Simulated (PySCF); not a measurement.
# singlet C2H6Al−: levels of theory compared

Aim: a comparison of 6 runs (BLYP/def2-SVPD, M06-2X/def2-SVPD, M06-L/def2-SVPD, PBE/def2-SVPD, r2SCAN/def2-SVPD, wB97X/def2-SVPD) of singlet C2H6Al−. The job is set up through a Python script.

The results are computed with PySCF 2.14.0.

2 further runs of the same task are left out: 2 set aside as unsound or not needed.

## (1) Starting point

C2H6Al− has 9 atoms, charge -1, and is taken as a singlet. SMILES of the parent species: `[CH3][Al][CH3]`. The coordinates come from a PBE0-D4/def2-TZVP relaxation. That shape belongs to the parent species and isn't relaxed for this state.

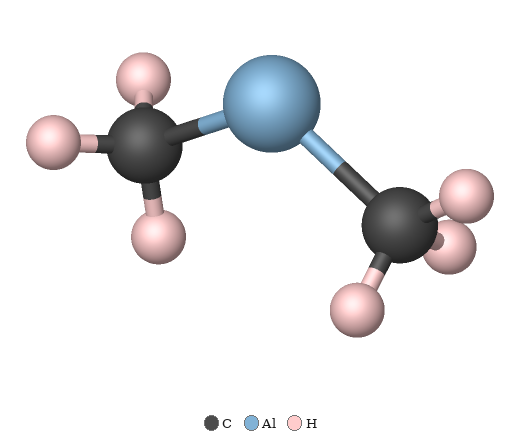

The structure, seen from a chosen angle (carbon dark grey, aluminium light blue, hydrogen pink).

## (2) The energy at BLYP/def2-SVPD (run 1)

input.py

```python
from pyscf import gto, dft

mol = gto.Mole()
mol.atom = '''
C       -0.810700       1.130600      -0.941500
Al       0.731000       0.705500       0.211900
C        0.877300      -1.111400       0.957800
H       -1.467800       0.264500      -1.069000
H       -0.481900       1.460900      -1.931900
H       -1.401500       1.950000      -0.519700
H        0.915300      -1.838200       0.137400
H       -0.021800      -1.337900       1.543500
H        1.748700      -1.270300       1.594400
'''
mol.basis = 'def2-svpd'
mol.charge = -1
mol.max_memory = 1860
mol.verbose = 3
mol.build()

myscf = dft.RKS(mol)
myscf.xc = 'blyp'
myscf.conv_tol = 1e-10
myscf.grids.level = 5
myscf.kernel()
if not myscf.converged:
    myscf = myscf.newton().run(myscf.mo_coeff, myscf.mo_occ)

e_final = myscf.e_tot
print('E(%s) = %.9f' % ('BLYP', e_final))
```

Command:

```bash
$ OMP_NUM_THREADS=1 python input.py
```

Log:

```text
converged SCF energy = -322.041433112028
E(BLYP) = -322.041433112
```

It took 23 s on 1 thread of Intel Xeon at 2.70GHz, shared host; peak memory 0.59 GiB.

## (3) A single-point energy at M06-2X/def2-SVPD (run 2)

run.py

```python
from pyscf import gto, dft

mol = gto.Mole()
mol.atom = '''
C     -1.532001     2.136524    -1.779177
Al     1.381390     1.333202     0.400433
C      1.657857    -2.100242     1.809980
H     -2.773740     0.499833    -2.020117
H     -0.910659     2.760701    -3.650762
H     -2.648451     3.684966    -0.982091
H      1.729666    -3.473695     0.259648
H     -0.041196    -2.528265     2.916792
H      3.304564    -2.400519     3.012979
'''
mol.max_memory = 1860
mol.basis = 'def2-svpd'
mol.charge = -1
mol.spin = 0
mol.verbose = 4
mol.unit = 'bohr'
mol.build()

myscf = dft.RKS(mol)
myscf.xc = 'm06-2x'
myscf.conv_tol = 1e-10
myscf.grids.level = 5
myscf.kernel()
if not myscf.converged:
    myscf = myscf.newton().run(myscf.mo_coeff, myscf.mo_occ)

energy = myscf.e_tot
print('E(%s) = %.9f' % ('M06-2X', energy))
```

Command:

```bash
$ OMP_NUM_THREADS=1 python run.py
```

Log:

```text
PySCF version 2.14.0

[... 80 lines left out ...]
converged SCF energy = -322.031409248737
E(M06-2X) = -322.031409249
```

Wall time 40 s (1 thread of Intel Xeon at 2.70GHz, shared host); peak memory 0.65 GiB.

Runs 3 to 5 aren't shown in full; the table further down has their settings and results.

## (4) A single-point energy at wB97X/def2-SVPD (run 6)

input.py

```python
from pyscf import gto, dft

system = gto.Mole()
system.atom = [
    ('C', (-0.810700, 1.130600, -0.941500)),
    ('Al', (0.731000, 0.705500, 0.211900)),
    ('C', (0.877300, -1.111400, 0.957800)),
    ('H', (-1.467800, 0.264500, -1.069000)),
    ('H', (-0.481900, 1.460900, -1.931900)),
    ('H', (-1.401500, 1.950000, -0.519700)),
    ('H', (0.915300, -1.838200, 0.137400)),
    ('H', (-0.021800, -1.337900, 1.543500)),
    ('H', (1.748700, -1.270300, 1.594400)),
]
system.verbose = 3
system.charge = -1
system.spin = 0
system.basis = 'def2-svpd'
system.max_memory = 1860
system.build()

calc0 = dft.RKS(system)
calc0.xc = 'wb97x'
calc0.conv_tol = 1e-10
calc0.grids.level = 5
calc0.kernel()
if not calc0.converged:
    calc0 = calc0.newton().run(calc0.mo_coeff, calc0.mo_occ)

e_tot = calc0.e_tot
print('E(%s) = %.9f' % ('WB97X', e_tot))
```

Command:

```bash
$ OMP_NUM_THREADS=1 python input.py
```

Log:

```text
converged SCF energy = -322.065214534751
E(WB97X) = -322.065214535
```

It took 38 s on 1 thread of Intel Xeon at 2.70GHz, shared host; peak memory 0.59 GiB.

## (5) The series

```
run             level  energy (Eh)  HOMO energy (eV)  LUMO energy (eV)  HOMO–LUMO gap (eV)  wall time
  1    BLYP/def2-SVPD  -322.041433              1.71              3.20                1.49       23 s
  2  M06-2X/def2-SVPD  -322.031409              0.35              4.46                4.12       40 s
  3   M06-L/def2-SVPD  -322.071761              1.70              3.41                1.71       47 s
  4     PBE/def2-SVPD  -321.840805              1.60              3.03                1.43       22 s
  5  r2SCAN/def2-SVPD  -322.012718              1.59              3.21                1.61       42 s
  6   wB97X/def2-SVPD  -322.065215             -0.72              5.51                6.24       38 s
```

## (6) Summary of results

| quantity | value |
| --- | --- |
| run 6: total energy | -322.06521 Eh |
| run 6: HOMO energy | -0.72 eV |
| run 6: LUMO energy | 5.51 eV |
| run 6: HOMO–LUMO gap (to an unbound level, set by the basis) | 6.24 eV |

The HOMO–LUMO gap runs from 1.43 eV (PBE/def2-SVPD) to 6.24 eV (wB97X/def2-SVPD). The empty levels of an anion lie above zero and hang on the basis. Totals of different functionals can't be ranked against each other. In runs 1, 2, 3, 4, 5 the HOMO lies above zero, so the outermost electron may be held by the basis alone. All runs together took 3.5 min, the longest 47 s.
